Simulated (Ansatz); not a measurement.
# CH4AlCl: molecular dynamics

Purpose: to follow the molecule's vibrations and see whether its bonds hold. The start is relaxed first. Runs: 500 steps of 0.5 fs under a Langevin thermostat at 700 K.

All numbers below are computed with Ansatz 0.2.0 (RKS PBE0-D4/def2-SVPD).

## 1. The starting structure

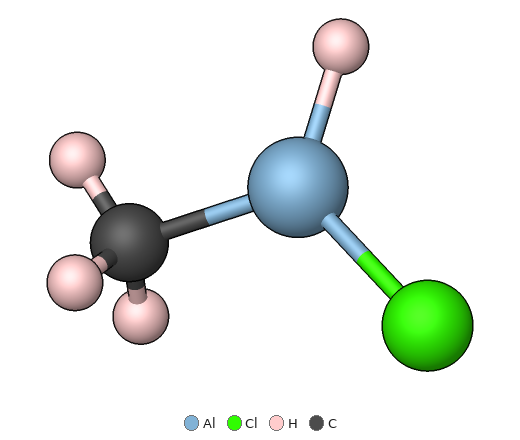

Start, viewed from a chosen angle; aluminium light blue, chlorine green, hydrogen pink, carbon dark grey.

Structure file:

```xyz
7

Al    0.0000    0.0000    0.0000
Cl    0.0000    0.0000    2.2300
H     1.3510    0.0000   -0.7800
C    -1.7060    0.0000   -0.9850
H    -2.2662   -0.9305   -0.7558
H    -2.3102    0.8797   -0.6796
H    -1.5043    0.0508   -2.0753
```

## 2. Preparing the start

input.yaml reads:

```yaml
crystal:
  periodic: [false, false, false]
  atoms:
    - { symbol: Al, position_ang: [0.0, 0.0, 0.0] }
    - { symbol: Cl, position_ang: [0.0, 0.0, 2.23] }
    - { symbol: H, position_ang: [1.351, 0.0, -0.78] }
    - { symbol: C, position_ang: [-1.706, 0.0, -0.985] }
    - { symbol: H, position_ang: [-2.2662, -0.9305, -0.7558] }
    - { symbol: H, position_ang: [-2.3102, 0.8797, -0.6796] }
    - { symbol: H, position_ang: [-1.5043, 0.0508, -2.0753] }
basis:
  gaussian: { orbitals: def2-SVPD }
hamiltonian:
  xc: pbe0
  dispersion: d4
relax:
  f_tol: 0.02
  max_steps: 40
```

The run is started by

```bash
$ ansatz run input.yaml --threads 4 --pin off --max-ram 5120MiB --backend cpu --events-out ev --progress --plain --runs-dir out
```

Log (excerpt; [...] marks lines left out):

```text
Warning: RAYON_NUM_THREADS=4 ignored (pool sized by the plan → 4); use --threads N
[...]
Functional definition: PBE0
[...]
1046 factors; integrals over basis functions are off by at most 4.8e-4 eV
[...]
mean field -20208.49523251 eV, -742.6485019846 hartree, gradient 1.8e-5 eV, S^2 0.000000; 0 other end points of the search recorded, 0 dependent functions left out
[...]
reference -20208.49527037 eV, -742.6485033761 hartree; 20, 20 occupied and 83, 83 virtual orbitals, 1046 factors
relax step   1: F+E_penalty+E_count = -20208.58771757 eV  Δ(F+E_penalty+E_count) = +0.000e0 eV  max|allowed force component| = 1.322e0 eV/Å  Δτ_max = 0.0000 Å  (24 SCF iters, accepted)
[...]
relax step   4: F+E_penalty+E_count = -20208.70520807 eV  Δ(F+E_penalty+E_count) = -5.777e-4 eV  max|allowed force component| = 2.798e-2 eV/Å  Δτ_max = 0.0127 Å  (25 SCF iters, accepted)
[...]
relax step   5: F+E_penalty+E_count = -20208.70537223 eV  Δ(F+E_penalty+E_count) = -1.642e-4 eV  max|allowed force component| = 1.325e-2 eV/Å  Δτ_max = 0.0100 Å  (25 SCF iters, accepted)
1046 factors; integrals over basis functions are off by at most 5.4e-4 eV
mean field -20208.61078182 eV, -742.6527483435 hartree, gradient 6.4e-5 eV, S^2 0.000000; 1 other end points of the search recorded, 0 dependent functions left out
[...]
reference -20208.61081992 eV, -742.6527497435 hartree; 20, 20 occupied and 83, 83 virtual orbitals, 1046 factors
Total energy: -20208.70541032 eV, -742.6562258769 hartree
Atom 0 at     0.007109     0.002283    -0.032159 Å, force     0.004464    -0.002691    -0.008996 eV/Å
Atom 1 at    -0.037428    -0.005581     2.095348 Å, force    -0.001857     0.000571    -0.001924 eV/Å
Atom 2 at     1.445505     0.001977    -0.685226 Å, force     0.000182     0.001463     0.005120 eV/Å
Atom 3 at    -1.691758     0.002388    -0.971050 Å, force    -0.010287    -0.001038     0.013245 eV/Å
Atom 4 at    -2.271359    -0.903530    -0.727761 Å, force     0.003221     0.002958    -0.001885 eV/Å
Atom 5 at    -2.314039     0.857629    -0.660610 Å, force     0.003909    -0.001834    -0.002853 eV/Å
Atom 6 at    -1.573730     0.044834    -2.064242 Å, force     0.000367     0.000571    -0.002707 eV/Å
Dipole moment:    -0.143236     0.002024    -0.410122 e Å
```

It took 6.5 s on 4 threads of Arm Neoverse V1, shared host; peak memory 0.2 GiB.

Relaxation path:

| step | energy from step 1 (eV) | largest force component (eV/Å) |
| --- | --- | --- |
| 1 | 0.0000 | 1.3219 |
| 2 | -0.1070 | 0.3132 |
| 3 | -0.1169 | 0.0946 |
| 4 | -0.1175 | 0.0280 |
| 5 | -0.1177 | 0.0132 |

Step 1 is the start.

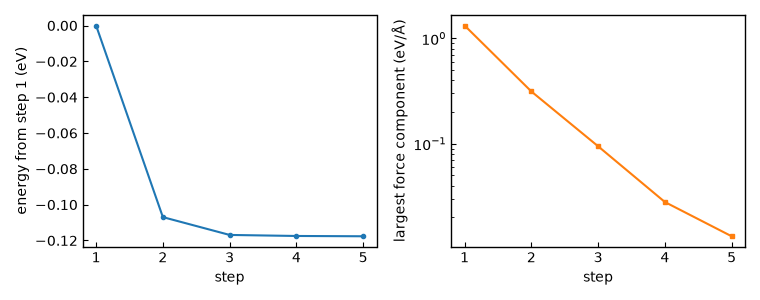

Energy and largest force along the relaxation.

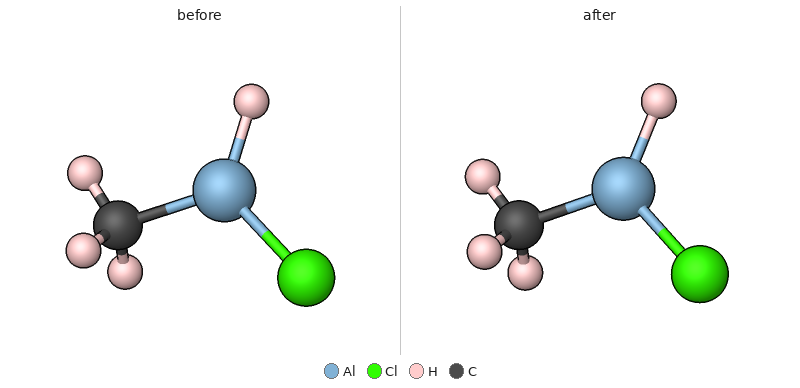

The structure before (left) and after (right), drawn at the same scale.

After: Bond lengths: Al1–Cl2 2.128 Å, Al1–H3 1.580 Å, Al1–C4 1.941 Å, C4–H5 1.103 Å, C4–H6 1.102 Å, C4–H7 1.100 Å. Angles: Cl2–Al1–H3 115.6°, Cl2–Al1–C4 117.7°, H3–Al1–C4 126.7°, Al1–C4–H5 110.7°, Al1–C4–H6 111.0°, Al1–C4–H7 112.7°, H5–C4–H6 106.2°, H5–C4–H7 107.9°, H6–C4–H7 108.1°.

## 3. Dynamics

500 steps of 0.5 fs under a Langevin thermostat at 700 K, from the relaxed start.

input.yaml reads:

```yaml
crystal:
  periodic: [false, false, false]
  atoms:
    - { symbol: Al, position_ang: [0.007109, 0.002283, -0.032159] }
    - { symbol: Cl, position_ang: [-0.037428, -0.005581, 2.095348] }
    - { symbol: H, position_ang: [1.445505, 0.001977, -0.685226] }
    - { symbol: C, position_ang: [-1.691758, 0.002388, -0.97105] }
    - { symbol: H, position_ang: [-2.271359, -0.90353, -0.727761] }
    - { symbol: H, position_ang: [-2.314039, 0.857629, -0.66061] }
    - { symbol: H, position_ang: [-1.57373, 0.044834, -2.064242] }
basis:
  gaussian: { orbitals: def2-SVPD }
hamiltonian:
  xc: pbe0
  dispersion: d4
md:
  timestep: 0.5
  n_steps: 500
  ensemble: nvt_langevin
  temperature: 700.0
  initial_velocities: maxwell_boltzmann
  seed: 555801
  friction: 0.01
```

The run is started by

```bash
$ ansatz run input.yaml --threads 4 --pin off --max-ram 5120MiB --backend cpu --events-out ev --progress --plain --runs-dir out
```

Log (excerpt; [...] marks lines left out):

```text
Warning: RAYON_NUM_THREADS=4 ignored (pool sized by the plan → 4); use --threads N
[...]
[... 1 set-up line as earlier in the session ...]
[...]
1048 factors; integrals over basis functions are off by at most 4.8e-4 eV
[...]
mean field -20208.61078529 eV, -742.6527484712 hartree, gradient 1.7e-5 eV, S^2 0.000000; 0 other end points of the search recorded, 0 dependent functions left out
[...]
reference -20208.61082342 eV, -742.6527498722 hartree; 20, 20 occupied and 83, 83 virtual orbitals, 1048 factors
md step     0: t =     0.00 fs  T =   600.0 K  F+E_penalty+E_count = -20208.70537570 eV  E_kin = 0.542892 eV  (23 SCF iters)
[...]
md step    21: t =    10.50 fs  T =   454.0 K  F+E_penalty+E_count = -20208.44890306 eV  E_kin = 0.410800 eV  (25 SCF iters, 3 dispersion substeps)
[...]
md step    42: t =    21.00 fs  T =   685.6 K  F+E_penalty+E_count = -20208.51469473 eV  E_kin = 0.620309 eV  (24 SCF iters, 3 dispersion substeps)
[...]
md step    63: t =    31.50 fs  T =   553.9 K  F+E_penalty+E_count = -20208.40500123 eV  E_kin = 0.501154 eV  (23 SCF iters, 3 dispersion substeps)
[...]
md step    84: t =    42.00 fs  T =   503.6 K  F+E_penalty+E_count = -20208.25312146 eV  E_kin = 0.455665 eV  (23 SCF iters, 3 dispersion substeps)
md step    85: t =    42.50 fs  T =   540.0 K  F+E_penalty+E_count = -20208.29632252 eV  E_kin = 0.488571 eV  (23 SCF iters, 3 dispersion substeps)
```

## 4. The log goes on: dynamics from the start

Output, continued (excerpt; [...] marks lines left out):

```text
md step    86: t =    43.00 fs  T =   599.7 K  F+E_penalty+E_count = -20208.34407738 eV  E_kin = 0.542596 eV  (24 SCF iters, 3 dispersion substeps)
[...]
md step   113: t =    56.50 fs  T =   460.1 K  F+E_penalty+E_count = -20208.22636650 eV  E_kin = 0.416267 eV  (25 SCF iters, 3 dispersion substeps)
[...]
md step   140: t =    70.00 fs  T =   628.3 K  F+E_penalty+E_count = -20208.43678888 eV  E_kin = 0.568495 eV  (24 SCF iters, 3 dispersion substeps)
[...]
md step   167: t =    83.50 fs  T =   554.9 K  F+E_penalty+E_count = -20208.46526968 eV  E_kin = 0.502083 eV  (25 SCF iters, 3 dispersion substeps)
[...]
md step   193: t =    96.50 fs  T =   644.6 K  F+E_penalty+E_count = -20208.40617447 eV  E_kin = 0.583258 eV  (24 SCF iters, 3 dispersion substeps)
md step   194: t =    97.00 fs  T =   629.9 K  F+E_penalty+E_count = -20208.42802668 eV  E_kin = 0.569981 eV  (25 SCF iters, 3 dispersion substeps)
```

## 5. The output, continued: dynamics from the start

The log, continued (excerpt; [...] marks lines left out):

```text
md step   195: t =    97.50 fs  T =   666.0 K  F+E_penalty+E_count = -20208.44075875 eV  E_kin = 0.602653 eV  (24 SCF iters, 3 dispersion substeps)
[...]
md step   217: t =   108.50 fs  T =   590.8 K  F+E_penalty+E_count = -20208.40587205 eV  E_kin = 0.534594 eV  (25 SCF iters, 3 dispersion substeps)
[...]
md step   239: t =   119.50 fs  T =   612.8 K  F+E_penalty+E_count = -20208.53208303 eV  E_kin = 0.554488 eV  (24 SCF iters, 3 dispersion substeps)
[...]
md step   261: t =   130.50 fs  T =   594.1 K  F+E_penalty+E_count = -20208.49365129 eV  E_kin = 0.537563 eV  (24 SCF iters, 3 dispersion substeps)
[...]
md step   499: t =   249.50 fs  T =   394.4 K  F+E_penalty+E_count = -20208.39134890 eV  E_kin = 0.356856 eV  (25 SCF iters, 3 dispersion substeps)
[...]
md step   500: t =   250.00 fs  T =   379.7 K  F+E_penalty+E_count = -20208.37530496 eV  E_kin = 0.343572 eV  (24 SCF iters, 3 dispersion substeps)
Total energy: -20208.37534377 eV, -742.6440961549 hartree
Atom 0 at     0.692003     0.291582    -0.361792 Å, force     0.846328     0.459368    -1.872761 eV/Å
Atom 1 at     0.341127    -0.538507     1.484652 Å, force    -0.370066    -0.444941     1.105443 eV/Å
Atom 2 at     2.199162     0.973908    -0.462156 Å, force    -0.918082    -0.221907    -0.042244 eV/Å
Atom 3 at    -0.586658    -0.069758    -1.848555 Å, force     0.225953    -1.715055    -1.011018 eV/Å
Atom 4 at    -1.267081    -0.942427    -1.588701 Å, force     0.819942     0.560132    -0.078224 eV/Å
Atom 5 at    -1.311086     0.672461    -2.114499 Å, force    -0.686304     1.281934     0.216342 eV/Å
Atom 6 at    -0.200437    -0.295053    -2.917934 Å, force     0.082228     0.080468     1.682461 eV/Å
Dipole moment:    -0.142323     0.122824    -0.324534 e Å
```

It took 8.4 min on 4 threads of Arm Neoverse V1, shared host; peak memory 0.21 GiB.

## 6. Frames and traces

The trajectory, every 36 steps (energies from step 0):

```
time (fs)  T (K)  potential energy change (meV/atom)
      0.0    600                                 0.0
     18.0    461                                46.1
     36.0    572                                58.6
     54.0    529                                59.5
     72.0    612                                37.5
     90.0    505                                70.0
    108.0    585                                43.9
    126.0    621                                31.8
    144.0    356                                53.7
    162.0    470                                36.4
    180.0    534                                41.2
    198.0    499                                26.1
    216.0    396                                36.6
    234.0    469                                38.7
    250.0    380                                47.2
```

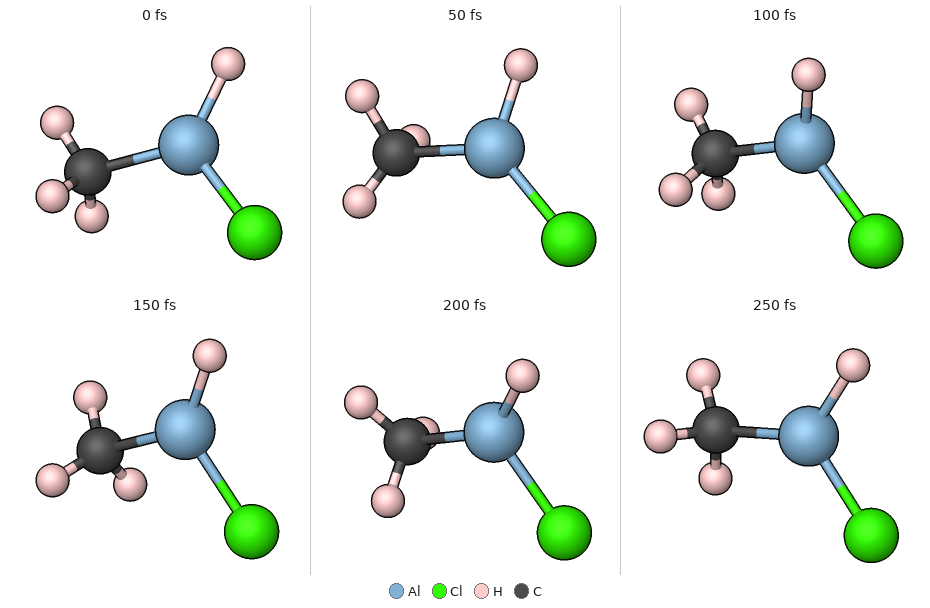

Six frames of the run, seen from a chosen angle. Sticks join atoms within a bonding distance in each frame.

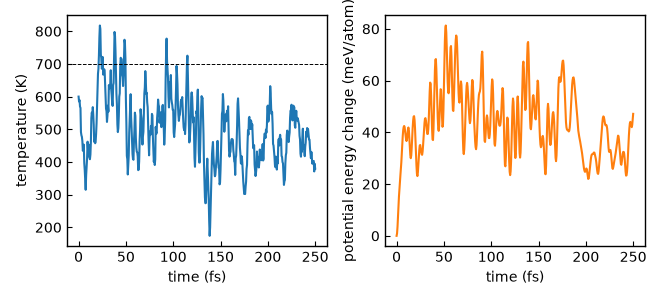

Traces against time; each panel has its own scale. The dashed line is the set temperature.

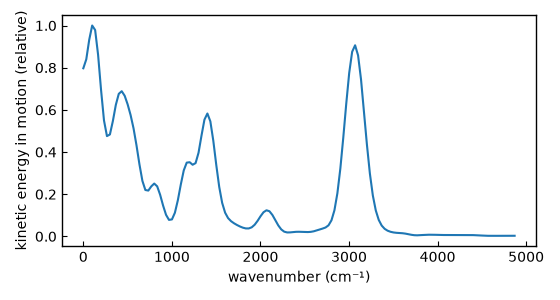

Power spectrum of the mass-weighted velocities; a run of 250 fs resolves no finer than about 270 cm⁻¹.

Maxima of the velocity power spectrum (cm⁻¹, relative height; resolution about 270 cm⁻¹): 430 (69), 800 (25), 1200 (35), 1400 (58), 3070 (91).

## 7. Snapshots as a file

Positions (Å) and forces (eV/Å):

```xyz
7
time_fs=31.0 T=572 dE=0.3122
Al   -0.013    0.148    0.018   -0.001    0.491   -0.734
Cl   -0.033   -0.093    2.081   -0.374   -0.226    0.970
H     1.521    0.461   -0.290   -0.239   -0.049   -0.468
C    -1.583    0.031   -1.202    1.663    2.176   -0.008
H    -2.457   -0.367   -0.710   -0.580   -0.357   -0.160
H    -1.757    1.039   -1.733   -0.019   -1.257    0.923
H    -1.098   -0.569   -1.968   -0.450   -0.778   -0.524
7
time_fs=62.5 T=417 dE=0.5301
Al    0.029    0.264   -0.015    0.716   -0.565    1.134
Cl    0.045   -0.172    2.128   -0.204    0.292   -0.772
H     1.465    0.368   -0.627    0.335    0.254    0.073
C    -1.328   -0.009   -1.316    1.766    3.391   -1.154
H    -2.300    0.374   -1.114   -1.238    0.124    0.085
H    -0.831    0.671   -2.186   -1.236   -1.950    1.481
H    -1.286   -1.054   -1.460   -0.139   -1.545   -0.847
7
time_fs=94.0 T=681 dE=0.2716
Al    0.223    0.326   -0.017   -0.588    0.773   -0.895
Cl    0.067   -0.205    2.042    0.103   -0.070   -0.209
H     1.294    1.448   -0.499   -0.075   -0.513    0.370
C    -1.258   -0.093   -1.316    2.985   -0.540   -0.722
H    -2.033    0.569   -1.091   -1.710    1.583    0.418
H    -0.925    0.089   -2.401   -0.479   -0.486    1.379
H    -1.643   -1.082   -1.119   -0.236   -0.747   -0.342
7
time_fs=125.0 T=547 dE=0.2307
Al    0.353    0.475   -0.109    0.553   -0.171    0.416
Cl    0.087   -0.315    1.844    0.082    0.040    0.346
H     1.738    1.250   -0.297   -0.328   -0.027   -0.143
C    -1.110   -0.075   -1.216   -0.391   -0.781    0.830
H    -1.926    0.679   -1.112    0.190   -0.513   -0.611
H    -0.806   -0.378   -2.203   -0.059    0.659   -1.199
H    -1.463   -1.073   -0.843   -0.048    0.792    0.361
7
time_fs=156.0 T=524 dE=0.2190
Al    0.477    0.531   -0.174   -0.474   -0.108   -0.130
Cl    0.115   -0.399    1.715    0.356    0.196    0.159
H     1.678    1.537   -0.464   -0.118   -0.188    0.155
C    -0.979   -0.103   -1.306   -1.299   -0.983    0.648
H    -1.939    0.506   -1.226    0.924   -0.549    0.267
H    -0.844   -0.195   -2.380    0.364   -0.040   -0.495
H    -1.225   -1.172   -0.906    0.246    1.673   -0.603
7
time_fs=187.5 T=368 dE=0.4220
Al    0.508    0.474   -0.232    0.801    0.615    0.770
Cl    0.232   -0.495    1.602    0.093   -0.407    0.740
H     1.530    1.695   -0.097   -0.134   -0.214   -0.367
C    -0.803   -0.092   -1.421   -3.292   -0.175    0.119
H    -1.761    0.136   -0.782    1.390    0.238   -0.514
H    -1.016    0.495   -2.317    0.229   -0.058   -0.445
H    -1.127   -1.141   -1.569    0.912    0.001   -0.303
7
time_fs=219.0 T=421 dE=0.3214
Al    0.579    0.404   -0.350    0.639   -0.018    1.113
Cl    0.270   -0.613    1.588    0.319    0.590   -0.866
H     1.925    1.203   -0.743   -0.317   -0.244    0.361
C    -0.778    0.022   -1.586   -1.551   -1.360   -2.186
H    -1.756   -0.405   -1.185    1.210    0.247   -0.302
H    -1.087    0.671   -2.444    0.287    0.330    0.790
H    -0.283   -0.790   -2.250   -0.589    0.456    1.091
7
time_fs=250.0 T=380 dE=0.3301
Al    0.692    0.292   -0.362    0.846    0.459   -1.873
Cl    0.341   -0.538    1.485   -0.370   -0.445    1.105
H     2.199    0.974   -0.462   -0.918   -0.222   -0.042
C    -0.587   -0.070   -1.849    0.226   -1.715   -1.011
H    -1.267   -0.942   -1.589    0.820    0.560   -0.078
H    -1.311    0.672   -2.115   -0.686    1.282    0.216
H    -0.200   -0.295   -2.918    0.082    0.081    1.683
```

## 8. Summary of results

| quantity | value |
| --- | --- |
| relaxation of the start | 4 moves, 0.118 eV lower |
| length | 500 steps of 0.5 fs |
| temperature, first and last step | 600 and 380 K |
| temperature, second half | mean 451 K, from 174 to 632 K |
| potential energy, second half | +41 meV/atom from the start |
| bonds formed or broken | 0 |

What this shows: Against a set 700 K the second half averages 451 K with a spread of 81 K; 41 meV/atom has gone into potential energy, and a thermostat that acts over some 100 fs has not made it up in 250 fs. The bonds all hold. 250 fs on 7 atoms is far too short and small for converged averages. The nuclei move classically, without zero-point motion, which matters most for hydrogen.
